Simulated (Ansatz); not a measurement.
**FGeH$_{3}$O···HCl: density, localisation and related maps**

The calculation's input:

```
crystal:
  periodic: [false, false, false]
  atoms:
    - { symbol: Ge, position_ang: [0.241779, -0.339611, -0.302472] }
    - { symbol: Cl, position_ang: [-0.552401, -0.040607, 3.021881] }
    - { symbol: H, position_ang: [1.054797, -0.318468, -1.627604] }
    - { symbol: H, position_ang: [-0.068769, 1.025359, 0.325158] }
    - { symbol: O, position_ang: [-1.310659, -1.203015, -0.484] }
    - { symbol: H, position_ang: [-1.167038, -2.107981, -0.820534] }
    - { symbol: F, position_ang: [1.243752, -1.282442, 0.743766] }
    - { symbol: H, position_ang: [0.455939, -0.843834, 2.656803] }
basis:
  gaussian: { orbitals: def2-SVP }
hamiltonian:
  xc: pbe
relax:
  f_tol: 0.03
  max_steps: 50
output:
  orbitals: {}
```

Command:

```sh
ansatz run input.yaml --threads 2 --pin off --max-ram 3072MiB --backend cpu --events-out ev --progress --plain --runs-dir out
```

The fields are those of the run's last geometry, not of the input's.

All numbers below come from RKS PBE/def2-SVP in Ansatz.

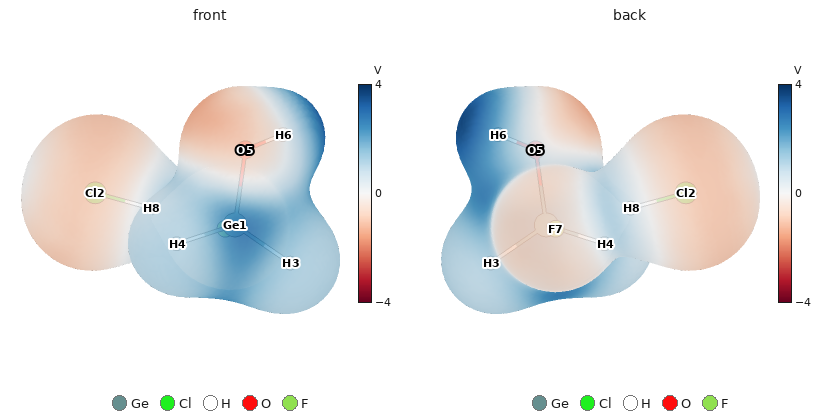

Figure 1. The electrostatic potential painted on the density surface at 0.004 e/bohr³, seen from the front and from behind; red is negative and blue positive.

> Describe the electrostatic potential map.

The most negative region (about −1.4 V) lies over O5, the most positive (about +3.5 V) over H6. O5 is the likeliest acceptor of a hydrogen bond.

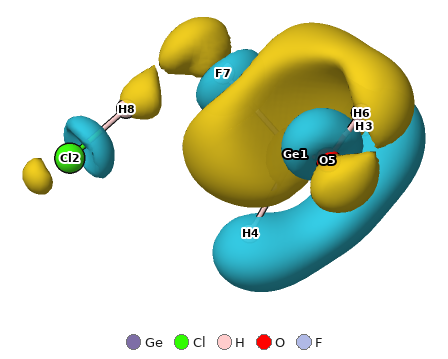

Figure 2. The LUMO at ±0.1 Å⁻³ᐟ² (yellow and cyan are the two phases), seen from one side.

> Where does this orbital lie, and at what energy?

Its weight (Hirshfeld) is mainly on Ge1 (about 40 %), F7 (about 15 %), O5 (about 15 %), H3 (about 10 %), H6 (about 5 %) and H4 (about 5 %). Its energy is −0.83 eV.
